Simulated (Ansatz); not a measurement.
# AlSiH3 (triplet): from Hartree-Fock to the top rungs at distance Al1–H4 along a hydrogen transfer = 2.068 Å, cc-pVDZ

Aim: climb from Hartree-Fock through coupled cluster and multireference methods for AlSiH3 (triplet) at one geometry and basis, and see what each rung misses.

The runs use Ansatz 0.2.0, Gaussian basis; cc-pVDZ, core rule «outside noble gas», up to 10 orbitals frozen.

Plan: UHF; CCSD(T) on ROHF; CCSD(T) on UHF; BCCD(T) on ROHF; CISD; CCSDT(Q) on ROHF; CCSDT(Q) on UHF; CASSCF and MRCISD+Q, 4 electrons in 4 orbitals; CASSCF and NEVPT2, 4 electrons in 4 orbitals.

16 further runs of the same task are left out: 7 for a known fault of the program, 2 for a mislabelled method, 6 that didn't finish, 1 set aside as unsound or not needed.

## Step 1: What is computed

The geometry derives from fragments relaxed apart (PBE0/def2-TZVP) and kept rigid, so it is no stationary point. A hydrogen atom is moved between rigid fragments.

5 atoms, charge 0, spin multiplicity 3.

Atoms are counted from 1 here; the program's logs count them from 0.

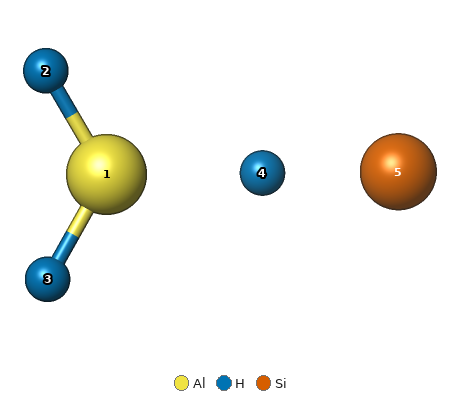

The geometry (aluminium yellow, hydrogen blue, silicon orange); atoms are numbered from 1 in the order of the file.

As a file:

```xyz
5

Al   -1.87942    0.00000    0.00000
H    -2.67234    1.37338    0.00000
H    -2.67234   -1.37338    0.00000
H     0.18858    0.00000    0.00000
Si    1.99058    0.00000    0.00000
```

## Step 2: UHF

File in.yaml:

```yaml
crystal:
  periodic: [false, false, false]
  atoms:
    - {symbol: Al, position_ang: [-1.879416, 0.000000, 0.000000]}
    - {symbol: H, position_ang: [-2.672339, 1.373384, 0.000000]}
    - {symbol: H, position_ang: [-2.672339, -1.373384, 0.000000]}
    - {symbol: H, position_ang: [0.188584, 0.000000, 0.000000]}
    - {symbol: Si, position_ang: [1.990584, 0.000000, 0.000000]}
basis:
  gaussian: {orbitals: cc-pVDZ}
magnetization: {spin_polarized: true, initial_magnetization: 2}
hamiltonian: {xc: hf}
output: {orbitals: {seedname: orbitals}}
```

Launch:

```bash
$ ansatz run in.yaml --threads 1 --pin off --events-out ev --progress --plain --max-ram 2393MiB
```

After this run come: CCSD(T) on ROHF; CCSD(T) on UHF; BCCD(T) on ROHF; CISD; CCSDT(Q) on ROHF; CCSDT(Q) on UHF; CASSCF and MRCISD+Q, 4 electrons in 4 orbitals; CASSCF and NEVPT2, 4 electrons in 4 orbitals.

Before running them: what should the planned runs give, taken together? Wanted: UCCSDT(Q) below the RHF energy; RMP2 from UCCSDT(Q); UMP2 from UCCSDT(Q); RCCSD from UCCSDT(Q); RCCSD(T) from UCCSDT(Q); UCCSD(T) from UCCSDT(Q); RCCSDT(Q) from UCCSDT(Q); NEVPT2 pair from UCCSDT(Q); MRCISD+Q pair from UCCSDT(Q).

The runs gave:

| quantity | value |
| --- | --- |
| UCCSDT(Q) below the RHF energy | -5.0237 eV |
| RMP2 from UCCSDT(Q) | +1295.2 meV |
| UMP2 from UCCSDT(Q) | +1298.8 meV |
| RCCSD from UCCSDT(Q) | +158.6 meV |
| RCCSD(T) from UCCSDT(Q) | +44.0 meV |
| UCCSD(T) from UCCSDT(Q) | +43.6 meV |
| RCCSDT(Q) from UCCSDT(Q) | +0.5 meV |
| NEVPT2 pair from UCCSDT(Q) | +1300.3 meV |
| MRCISD+Q pair from UCCSDT(Q) | +0.8 meV |
| levels within 1 kcal/mol (43 meV) | RCCSDT, UCCSDT, RCCSDT(Q), MRCISD+Q pair |
| T1 diagnostic | 0.026 |

**Reading.** RCCSD(T) lands +44.0 meV from the yardstick (0.9 % of the correlation energy). Of the multireference levels listed MRCISD+Q pair comes nearest in total energy (+0.8 meV), which doesn't show that its space is the better one. These misses are within one basis, not against nature; the frozen cores of restricted and unrestricted runs differ, which can shift their rows.
